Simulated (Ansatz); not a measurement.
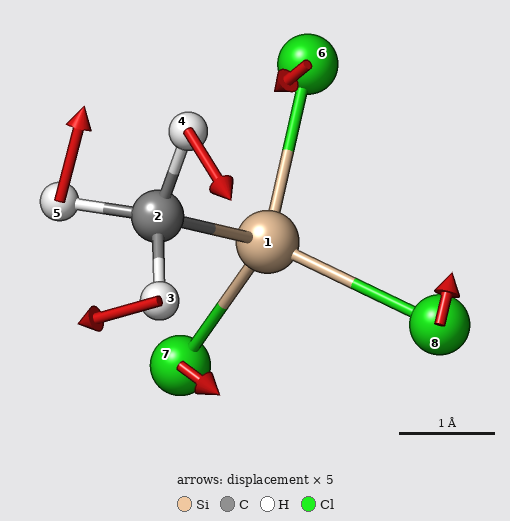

This is a relaxation of CH3Cl3Si. The starting structure is drawn; red arrows show the displacements, 5 times their true length. The two geometries are superimposed by the best rigid fit.

A ball-and-stick model, seen from a free direction.

The run prepares the start of a later molecular dynamics calculation, from a guessed geometry.

Method: Ansatz 0.2.0, RKS B3LYP-D4/STO-3G.

The input:
```yaml
crystal:
  periodic: [false, false, false]
  atoms:
    - { symbol: Si, position_ang: [0.0, 0.0, 0.0] }
    - { symbol: C, position_ang: [0.0, 0.0, 1.87] }
    - { symbol: H, position_ang: [-0.9996, -0.3092, 2.2405] }
    - { symbol: H, position_ang: [0.7676, -0.7111, 2.2405] }
    - { symbol: H, position_ang: [0.232, 1.0203, 2.2405] }
    - { symbol: Cl, position_ang: [2.0086, 0.0, -0.7093] }
    - { symbol: Cl, position_ang: [-1.0032, 1.7381, -0.7093] }
    - { symbol: Cl, position_ang: [-1.0032, -1.7381, -0.7093] }
basis:
  gaussian: { orbitals: STO-3G }
hamiltonian:
  xc: b3lyp
  dispersion: d4
relax:
  f_tol: 0.02
  max_steps: 40
```

Launched with:
```bash
ansatz run input.yaml --threads 1 --pin off --max-ram 2048MiB --backend cpu --events-out ev --progress --plain --runs-dir out
```

Question: Atoms of which element are displaced furthest, and by how much?

Answer: Hydrogen: up to 0.21 Å, against 0.12 Å for chlorine.

Question: What did the optimiser do to the structure, and how much energy did it gain?

Answer: The energy falls by 0.048 eV in 5 accepted moves (6 points after the start). The largest force component goes from 0.6 to 0.016 eV/Å. The line search rejected the trial step at point 2 of the run. The largest moves after the best rigid fit, 0.21 Å, are those of H3, H4 and H5. By element the largest moves are H 0.21 Å, Cl 0.12 Å, C 0.01 Å, Si 0.01 Å. Some distances before and after: Si1–Cl6 2.130 → 2.102 Å, C2–H3 1.110 → 1.098 Å. Cost: 19 s on 1 thread of Arm Neoverse V2, on a shared host, peak memory 0.12 GiB.

Limits of the set-up: STO-3G is a minimal basis, so the numbers are rough.
